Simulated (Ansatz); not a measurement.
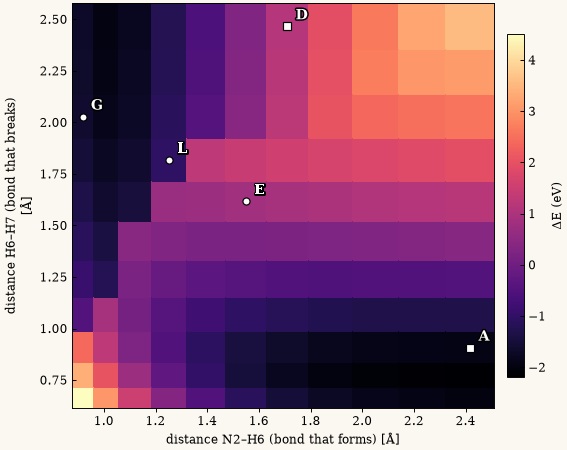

The reacting system F2H5NSi (fragments F₂H₃NSi + H₂ where the first distance is long, F₂H₂Si + H₃N where the second is long). The first coordinate is: distance N2–H6 (bond that forms); the second: distance H6–H7 (bond that breaks). Relaxed at each point: all other coordinates. The scan uses an 11 × 11 grid. Points are written as (first, second). Energies: eV, counted from a guessed transition structure relaxed with its forming and breaking bonds held. Energies and slopes of some neighbouring points disagree (a jump in structure or state, or too coarse a mesh). The reference is spin-restricted, so regions where a bond is pulled apart into radicals lie too high. The calculation used RKS PBE0-D4/def2-SVP (Ansatz).

The picture shows one coloured cell a grid point, lettered points.

### Is E the lowest point of the computed grid?

No. E lies 3.03 eV above the lowest grid point, which is at (2.418 Å, 0.767 Å).

### Rank the lettered points by energy, lowest first.

A (−1.94 eV), G (−1.61 eV), L (−1.03 eV), E (0.83 eV), D (1.13 eV).
